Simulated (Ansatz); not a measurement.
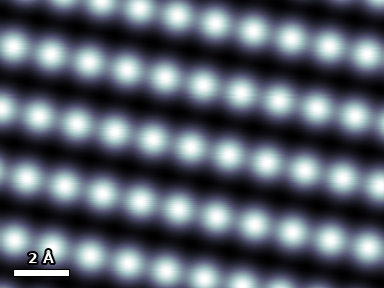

HAADF-like image of Al (Fm-3m, No. 225). Simulated incoherent Z contrast: every atom adds Z^1.7 spread by a probe of 0.99 Å full width; channelling and multiple scattering are left out. The probe carries 15 % of its weight in a tail 2.5 times as wide. The display is stretched by a gamma of 0.8; percentages refer to the linear signal. A slight drift was added. Model: a calculation's starting geometry.

```yaml
crystal:
  lattice:
    - [3.99131, 0.00000, 0.00000]
    - [0.00000, 3.99131, 0.00000]
    - [0.00000, 0.00000, 3.99131]
  atoms:
    - { symbol: Al, position: [0.00000, 0.00000, 0.00000] }
    - { symbol: Al, position: [0.00000, 0.50000, 0.50000] }
    - { symbol: Al, position: [0.50000, 0.00000, 0.50000] }
    - { symbol: Al, position: [0.50000, 0.50000, 0.00000] }
```

Which beam direction gives this image, [111], [001], [211] or [110]? (Directions equivalent by symmetry count as one.)

Answer. [211]. The projected cells are 1.63 × 1.63 Å, 120° for [111]; 2.00 × 2.00 Å, 90° for [001]; 1.41 × 2.30 Å, 90° for [211]; 2.44 × 2.44 Å, 109° for [110], and the image repeats as the [211] one does.
